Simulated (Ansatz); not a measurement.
Base system: Hf in the hcp (Mg type) structure (space group P6_3/mmc, No. 194; a = 3.117 Å, c = 4.950 Å; relaxed with 0.1 eV smearing). Axes: x lies along a and z along c of the hexagonal cell.

Structures relaxed with LDA, PAW, 420 eV (Ansatz, a quantum-chemistry and plane-wave program; no spin-orbit coupling).

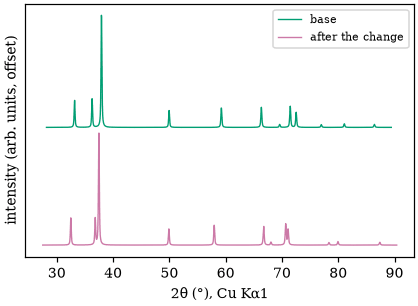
Figure: Simulated powder patterns before (top) and after one change

**Question.** Which change produced these results?
(A) biaxial strain +1.00 %, plane normal [001], relaxed out of plane
(B) biaxial strain +2.00 %, plane normal [001], relaxed out of plane
(C) biaxial strain +0.50 %, plane normal [001], relaxed out of plane
(D) biaxial strain −0.50 %, plane normal [001], relaxed out of plane

**Answer.** B, biaxial strain +2.00 %, plane normal [001], relaxed out of plane. Its volume per atom is 21.36 Å³ against 20.83 Å³, and its space group is P6_3/mmc (No. 194).

No phonon test of stability was made. All final runs are without spin polarisation.
